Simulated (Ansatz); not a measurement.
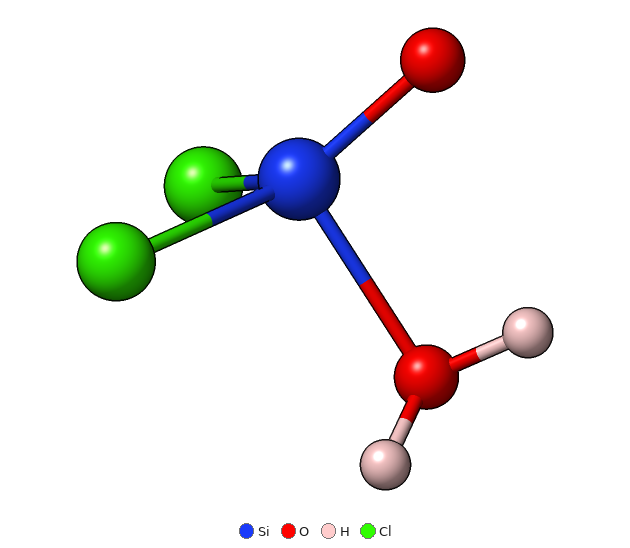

Sticks follow a distance rule. Harmonic vibrations computed with RKS PBE0-D4/def2-TZVP (Ansatz 0.2.0) at a stationary point of the same level.

Is this a minimum or a saddle point?

Answer. A minimum: no imaginary frequency, and the lowest mode lies at 163 cm⁻¹.

List the wavenumbers.

Answer. 15 modes: 163, 165, 200, 241, 281, 297, 432, 479, 546, 665, 783, 1244, 1588, 3681, 3819 cm⁻¹.
